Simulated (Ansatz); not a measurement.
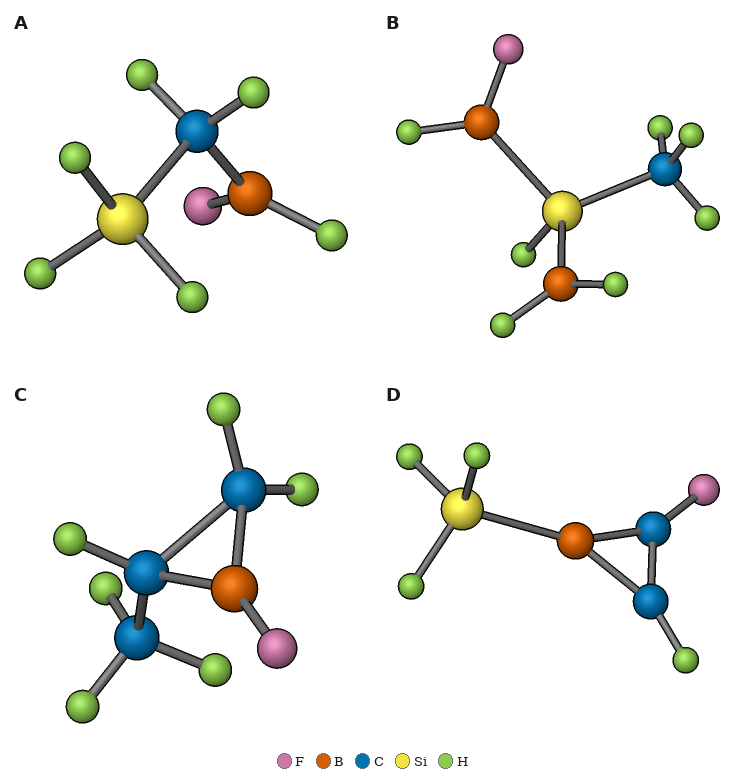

Source: calculation with Ansatz.

**Match each picture to its SMILES.**
(1) FBC[SiH3]
(2) B[Si@H](C)BF
(3) C[C@@H]1CB1F
(4) FC1=CB1[SiH3]

A is (1), B is (2), C is (3), D is (4).
